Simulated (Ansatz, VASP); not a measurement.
# Ni (Ni(110)): VASP beside Ansatz

Aim: how closely do two programs agree when they are given the same cell, functional and k mesh?

Main program and level: Ansatz 0.2.0; plane waves, with VASP 6.6.1 beside it; single point at PBEsol.

## 1. The structure

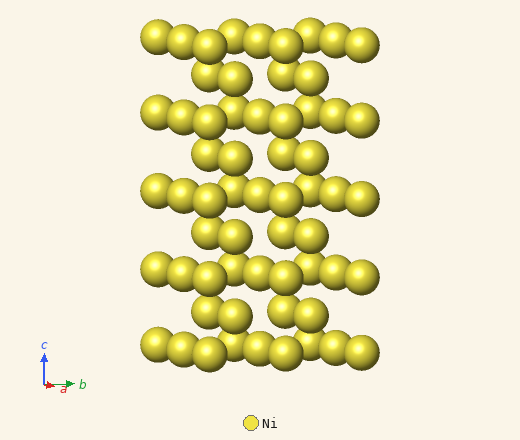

Start, viewed from the side, with the c axis up; nickel yellow. 2×2×1 cells are drawn. Some periodic images of atoms are drawn too.

The cell holds 9 atoms: 9 Ni. Its edges and angles: a = 3.461 Å, b = 2.447 Å, c = 24.788 Å, α = 90.0°, β = 90.0°, γ = 90.0°. It derives from Ni. As first built, before any earlier steps moved the atoms: 9 layers of fcc Ni, cut at this functional's lattice. Vacuum lies along c.

## 2. VASP: single point, PBEsol

A single point gives forces, pressure and levels at one fixed geometry, so differences don't come from the geometry; what else differs is listed under the comparison.

Lines of VASP's logs that name or quote its potential files are left out, and so is its time.

INCAR reads:

```
SYSTEM = Ni
PREC = Normal
ENCUT = 320
EDIFF = 1E-06
NELM = 120
ISMEAR = 1
SIGMA = 0.15
LREAL = .FALSE.
ALGO = Fast
GGA = PS
NBANDS = 66
ISPIN = 2
MAGMOM = 1 1 1 1 1 1 1 1 1
LASPH = .TRUE.
LMAXMIX = 4
LORBIT = 11
LWAVE = .FALSE.
LCHARG = .TRUE.
KPAR = 4
IDIPOL = 3
LDIPOL = .TRUE.
DIPOL = 0.5 0.5 0.5
LVHAR = .TRUE.
LVACPOTAV = .TRUE.
NEDOS = 1500
```

POSCAR reads:

```
Ni
1.0
    3.4606795448      0.0000000000      0.0000000000
    0.0000000000      2.4470699736      0.0000000000
    0.0000000000      0.0000000000     24.7882798946
Ni
9
Direct
    0.0000000000      0.0000000000      0.3056474328
    0.5000000000      0.5000000000      0.3500460974
    0.0000000000      0.0000000000      0.4009296570
    0.5000000000      0.5000000000      0.4505337769
    0.0000000000      0.0000000000      0.5000000000
    0.5000000000      0.5000000000      0.5494662231
    0.0000000000      0.0000000000      0.5990703430
    0.5000000000      0.5000000000      0.6499539026
    0.0000000000      0.0000000000      0.6943525672
```

KPOINTS reads:

```
Automatic mesh
0
Gamma
9 12 1
0 0 0
```

The projector-augmented-wave data sets are Ni (PBE family, release 64).

Command:

```console
$ mpirun -np 4 vasp_std
```

Numbers of over 12 decimals in the logs are rounded to 6 here.

Log:

```text
[banner, memory and clock lines left out]
running    4 mpi-ranks, on    1 nodes
 distrk:  each k-point on    1 cores,    4 groups
 distr:  one band on    1 cores,    1 groups

 POSCAR found type information on POSCAR Ni
 POSCAR found :  1 types and       9 ions
|                                                                             |
|               ----> ADVICE to this user running VASP <----                  |
|                                                                             |
|     You enforced a specific xc type in the INCAR file but a different       |
|     [... a line on the potential file left out ...]
|     I HOPE YOU KNOW WHAT YOU ARE DOING!                                     |
|                                                                             |

 LDA part: xc-table for (Slater+PW92), standard interpolation
 POSCAR, INCAR and KPOINTS ok, starting setup
 FFT: planning ... GRIDC
 FFT: planning ... GRID_SOFT
 FFT: planning ... GRID
 WAVECAR not read
 entering main loop
       N       E                     dE             d eps       ncg     rms          rms(c)
DAV:   1     0.575951029529E+03    0.57595E+03   -0.30227E+04  9280   0.115E+03
DAV:   2    -0.881616408170E+01   -0.58477E+03   -0.54902E+03  9250   0.292E+02
DAV:   3    -0.615036596516E+02   -0.52687E+02   -0.48519E+02  9984   0.117E+02
DAV:   4    -0.625970470135E+02   -0.10934E+01   -0.10899E+01 10116   0.197E+01
DAV:   5    -0.626239484457E+02   -0.26901E-01   -0.26901E-01 14086   0.193E+00    0.321E+01
RMM:   6    -0.674452777775E+02   -0.48213E+01   -0.85699E+01 10427   0.634E+01    0.426E+01
RMM:   7    -0.712859648187E+02   -0.38407E+01   -0.22001E+01 10557   0.276E+01    0.461E+01
RMM:   8    -0.566180656551E+02    0.14668E+02   -0.92238E+00 10078   0.209E+01    0.357E+01
RMM:   9    -0.537609621285E+02    0.28571E+01   -0.62979E+00 10521   0.161E+01    0.226E+01
RMM:  10    -0.543197840127E+02   -0.55882E+00   -0.28581E+00 10605   0.108E+01    0.278E+01
RMM:  11    -0.536644534024E+02    0.65533E+00   -0.21886E+00 10418   0.950E+00    0.326E+01
RMM:  12    -0.512827197123E+02    0.23817E+01   -0.98661E-01 10476   0.642E+00    0.124E+01
RMM:  13    -0.517552250189E+02   -0.47251E+00   -0.60811E-01 10487   0.471E+00    0.172E+01
RMM:  14    -0.509260769039E+02    0.82915E+00   -0.30070E-01 10258   0.353E+00    0.486E+00
[...]
RMM:  36    -0.524243097309E+02   -0.76879E-03   -0.81573E-06  9887   0.144E-02    0.151E-02
RMM:  37    -0.524247472760E+02   -0.43755E-03   -0.40210E-06  8555   0.100E-02    0.188E-02
RMM:  38    -0.524248944538E+02   -0.14718E-03   -0.16672E-06  7804   0.708E-03    0.123E-02
RMM:  39    -0.524249193810E+02   -0.24927E-04   -0.71898E-07  7320   0.486E-03    0.654E-03
RMM:  40    -0.524249296507E+02   -0.10270E-04   -0.44472E-07  7166   0.388E-03    0.431E-03
RMM:  41    -0.524249340312E+02   -0.43805E-05   -0.24539E-07  7089   0.287E-03    0.218E-03
RMM:  42    -0.524249355862E+02   -0.15550E-05   -0.11436E-07  6919   0.188E-03    0.141E-03
RMM:  43    -0.524249363089E+02   -0.72276E-06   -0.42152E-08  6335   0.126E-03
|                                                                             |
|           W    W    AA    RRRRR   N    N  II  N    N   GGGG   !!!           |
|           W    W   A  A   R    R  NN   N  II  NN   N  G    G  !!!           |
|           W    W  A    A  R    R  N N  N  II  N N  N  G       !!!           |
|           W WW W  AAAAAA  RRRRR   N  N N  II  N  N N  G  GGG   !            |
|           WW  WW  A    A  R   R   N   NN  II  N   NN  G    G                |
|           W    W  A    A  R    R  N    N  II  N    N   GGGG   !!!           |
|                                                                             |
|     Did not find any points to average over, which means that no vacuum     |
|     field-free region was found. Please increase the size of  your cell     |
|     in the dimension of the dipole correction to obtain accurate            |
|     workfunction values.                                                    |
|                                                                             |

   1 F= -.52424936E+02 E0= -.52421044E+02  d E =-.116771E-01  mag=     5.7999
```

From OUTCAR (step 2):

```text
ion  position               nearest neighbor table
   1  0.000  0.000  0.306-   3 2.36   2 2.39   2 2.39   2 2.39   2 2.39
   2  0.500  0.500  0.350-   1 2.39   1 2.39   1 2.39   1 2.39   3 2.47   3 2.47   3 2.47   3 2.47
                             4 2.49
   3  0.000  0.000  0.401-   1 2.36   4 2.45   4 2.45   4 2.45   4 2.45   5 2.46   2 2.47   2 2.47
                             2 2.47   2 2.47
   4  0.500  0.500  0.451-   5 2.45   5 2.45   5 2.45   5 2.45   3 2.45   3 2.45   3 2.45   3 2.45
                             6 2.45   2 2.49
   5  0.000  0.000  0.500-   4 2.45   6 2.45   4 2.45   6 2.45   4 2.45   6 2.45   4 2.45   6 2.45
                             3 2.46   7 2.46
   6  0.500  0.500  0.549-   5 2.45   5 2.45   5 2.45   5 2.45   7 2.45   7 2.45   7 2.45   7 2.45
                             4 2.45   8 2.49
   7  0.000  0.000  0.599-   9 2.36   6 2.45   6 2.45   6 2.45   6 2.45   5 2.46   8 2.47   8 2.47
                             8 2.47   8 2.47
   8  0.500  0.500  0.650-   9 2.39   9 2.39   9 2.39   9 2.39   7 2.47   7 2.47   7 2.47   7 2.47
                             6 2.49
   9  0.000  0.000  0.694-   7 2.36   8 2.39   8 2.39   8 2.39   8 2.39

  LATTYP: Found a simple orthorhombic cell.
 ALAT       =     2.4470699736
 B/A-ratio  =     1.4142135624
 C/A-ratio  =    10.1297797619

 Subroutine GETGRP returns: Found  8 space group operations
 (whereof  8 operations were pure point group operations)

The static configuration has the point symmetry D_2h.

 Found     35 irreducible k-points:

   k-points           NKPTS =     35   k-points in BZ     NKDIM =     35   number of bands    NBANDS=     66

   dimension x,y,z NGX =    16 NGY =   12 NGZ =  108
   dimension x,y,z NGXF=    32 NGYF=   24 NGZF=  216

   ENCUT  =  320.0 eV  23.52 Ry    4.85 a.u.   5.05  3.57 36.16*2*pi/ulx,y,z

   NELECT =      90.0000    total number of electrons

 k-points in reciprocal lattice and weights: Automatic mesh
   0.00000000  0.00000000  0.00000000       0.009
   0.11111111  0.00000000  0.00000000       0.019
   0.22222222  0.00000000  0.00000000       0.019
   0.33333333  0.00000000  0.00000000       0.019
   0.44444444  0.00000000  0.00000000       0.019
   0.00000000  0.08333333  0.00000000       0.019
   0.11111111  0.08333333  0.00000000       0.037
   0.22222222  0.08333333  0.00000000       0.037
   0.33333333  0.08333333  0.00000000       0.037
[...]
0.33333333  0.50000000  0.00000000       0.019
   0.44444444  0.50000000  0.00000000       0.019

 dipolmoment           0.000000      0.000000      0.000000 electrons x Angstroem

 average (electrostatic) potential at core
       1 -88.9740       2 -89.2732       3 -89.2917       4 -89.2714       5 -89.2983
       6 -89.2714       7 -89.2917       8 -89.2732       9 -88.9740

 E-fermi :   1.8758

 spin component 1
 k-point     1 :       0.0000    0.0000    0.0000
  band No.  band energies     occupation
    ...
     46       1.2291      1.00000
     47       1.2956      1.00000
     48       1.3701      1.00001
     49       1.4370      1.00014
     50       1.7906      0.90530
     51       3.0777     -0.00000
     52       4.8695     -0.00000
     53       4.9296      0.00000
     54       6.2502      0.00000
     55       6.3791      0.00000
    ...

 k-point     2 :       0.1111    0.0000    0.0000
  band No.  band energies     occupation
    ...
     46       1.2569      1.00000
     47       1.2797      1.00000
     48       1.3870      1.00002
     49       1.3888      1.00002
     50       1.7915      0.90231
     51       3.0999     -0.00000
     52       4.1087     -0.00000
     53       4.8956      0.00000
     54       5.4178      0.00000
     55       6.3466      0.00000
    ...

 k-point     3 :       0.2222    0.0000    0.0000
  band No.  band energies     occupation
    ...
     46       1.2564      1.00000
     47       1.2823      1.00000
     48       1.3580      1.00001
     49       1.3702      1.00001
     50       1.8077      0.84406
     51       2.5956     -0.00000
     52       3.1580     -0.00000
     53       3.7399     -0.00000
     54       4.6402     -0.00000
     55       5.3994      0.00000
    ...

 k-point     4 :       0.3333    0.0000    0.0000
  band No.  band energies     occupation
    ...
     47       1.2990      1.00000
     48       1.3367      1.00000
     49       1.3532      1.00000
     50       1.4008      1.00004
     51       1.8605      0.58602
     52       2.2683     -0.00068
     53       3.1072     -0.00000
     54       3.1617     -0.00000
     55       4.7408     -0.00000
     56       4.8724     -0.00000
    ...

 k-point     5 :       0.4444    0.0000    0.0000
  band No.  band energies     occupation
    ...
     48       1.2691      1.00000
     49       1.3354      1.00000
     50       1.3408      1.00000
     51       1.3440      1.00000
     52       1.8370      0.71113
     53       1.9579      0.10510
     54       2.3129     -0.00015
     55       4.2151     -0.00000
     56       4.2313     -0.00000
     57       8.1673      0.00000
    ...

 k-point     6 :       0.0000    0.0833    0.0000
  band No.  band energies     occupation
    ...
     46       1.2176      1.00000
     47       1.2476      1.00000
     48       1.3215      1.00000
     49       1.4323      1.00012
     50       1.8685      0.54136
     51       3.2065     -0.00000
     52       5.0230      0.00000
     53       5.4079      0.00000
     54       6.4151      0.00000
     55       6.6032      0.00000
    ...

  Total       -1.9911784     -2.3870563     -0.7710548      0.0000000      0.0000000      0.0000000
  in kB      -15.1973056    -18.2187714     -5.8849346      0.0000000      0.0000000      0.0000000
  external PRESSURE =     -13.1003372 kB  Pullay stress =       0.0000000 kB

  energy-cutoff  :      320.00
  volume of cell :      209.92
      direct lattice vectors                 reciprocal lattice vectors
     3.460679545  0.000000000  0.000000000     0.288960589  0.000000000  0.000000000
     0.000000000  2.447069974  0.000000000     0.000000000  0.408651984  0.000000000
     0.000000000  0.000000000 24.788279895     0.000000000  0.000000000  0.040341645

 POSITION                                       TOTAL-FORCE (eV/Angst)
 -----------------------------------------------------------------------------------
      0.00000      0.00000      7.57647         0.000000      0.000000      0.027963
      1.73034      1.22353      8.67704         0.000000      0.000000      0.032765
      0.00000      0.00000      9.93836         0.000000      0.000000      0.021129
      1.73034      1.22353     11.16796         0.000000      0.000000      0.030674
      0.00000      0.00000     12.39414         0.000000      0.000000      0.000000
      1.73034      1.22353     13.62032         0.000000      0.000000     -0.030674
      0.00000      0.00000     14.84992         0.000000      0.000000     -0.021129
      1.73034      1.22353     16.11124         0.000000      0.000000     -0.032765
      0.00000      0.00000     17.21181         0.000000      0.000000     -0.027963
 -----------------------------------------------------------------------------------
    total drift:                                0.000000     -0.000000      0.000000

  FREE ENERGIE OF THE ION-ELECTRON SYSTEM (eV)
  ---------------------------------------------------
  free  energy   TOTEN  =       -52.4249363089 eV

  energy  without entropy=      -52.4132592090  energy(sigma->0) =      -52.42104394

 vacuum level on the upper side and lower side of the slab         6.482         6.482

 total charge
# of ion       s       p       d       tot
------------------------------------------
    1        0.501   0.359   8.331   9.191
    2        0.524   0.527   8.313   9.364
    3        0.521   0.544   8.326   9.391
    4        0.519   0.541   8.321   9.381
    5        0.522   0.547   8.319   9.388
    6        0.519   0.541   8.321   9.381
    7        0.521   0.544   8.326   9.391
    8        0.524   0.527   8.313   9.364
    9        0.501   0.359   8.331   9.191
--------------------------------------------------
tot          4.653   4.490  74.900  84.042

 magnetization (x)
# of ion       s       p       d       tot
------------------------------------------
    1       -0.002  -0.017   0.750   0.731
    2       -0.007  -0.026   0.662   0.629
    3       -0.007  -0.023   0.656   0.625
    4       -0.006  -0.024   0.663   0.633
    5       -0.007  -0.024   0.643   0.613
    6       -0.006  -0.024   0.663   0.633
    7       -0.007  -0.023   0.656   0.625
    8       -0.007  -0.026   0.662   0.629
    9       -0.002  -0.017   0.750   0.731
--------------------------------------------------
tot         -0.052  -0.203   6.104   5.850

[... 6 further parts left out ...]
```

(Part 1 of 2 ends here.)

[Lines on the potential files, build, host, timing and source positions are cut from VASP's logs without a mark.]

[Logs are printed without paths, hosts, clocks, repeated set-up lines and the standing remarks that a program may print on its own settings, such as how far it seeks lower states.]

[Hosts, paths, dates, database ids (printed as entryN), source tags and the programs' standing remarks are cut or masked in the printed files.]
